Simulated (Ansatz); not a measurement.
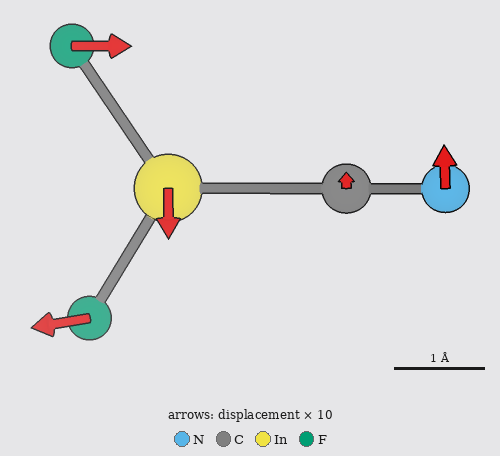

This is a constrained relaxation of InCNF2. The starting structure is drawn; red arrows show the displacements, 10 times their true length. The two geometries are superimposed by the best rigid fit.

Style: ball-and-stick. Shown at a tilt.

These are results of RKS PBE0-D4/def2-TZVP in Ansatz 0.2.0, not measurements.

Input
```yaml
crystal:
  periodic: [false, false, false]
  atoms:
    - {symbol: N, position_ang: [1.297993, -1.592218, 1.589587]}
    - {symbol: C, position_ang: [0.724866, -0.890262, 0.878561]}
    - {symbol: In, position_ang: [-0.306032, 0.372295, -0.400272]}
    - {symbol: F, position_ang: [-1.872103, -0.154821, -1.375519]}
    - {symbol: F, position_ang: [0.161462, 2.036173, -0.705207]}
basis:
  gaussian: {orbitals: def2-TZVP}
hamiltonian: {xc: pbe0, dispersion: d4}
relax: {f_tol: 0.005, max_steps: 200, constraints: [{distance: [2, 4]}]}
```

### Describe the change and its energy.

The largest moves after the best rigid fit, 0.071 Å, are those of F4 and F5. Largest moves by element: F 0.071 Å, In 0.059 Å, N 0.051 Å, C 0.019 Å. Among the contacts that change: In3–F4 1.919 → 1.930 Å. Bond angles that change, for instance: C2–In3–F4 123.5° → 118.6°, C2–In3–F5 123.5° → 128.4°. The energy falls by 0.85 kJ/mol in 4 accepted moves (5 points after the start). Largest force component: 0.17 eV/Å at the start, 0.0011 eV/Å at the end. The line search rejected the trial step at point 4 of the run. The forces were under the threshold at step 3, but the run went on from there. The run took of the order of 60 core-seconds on a shared host.
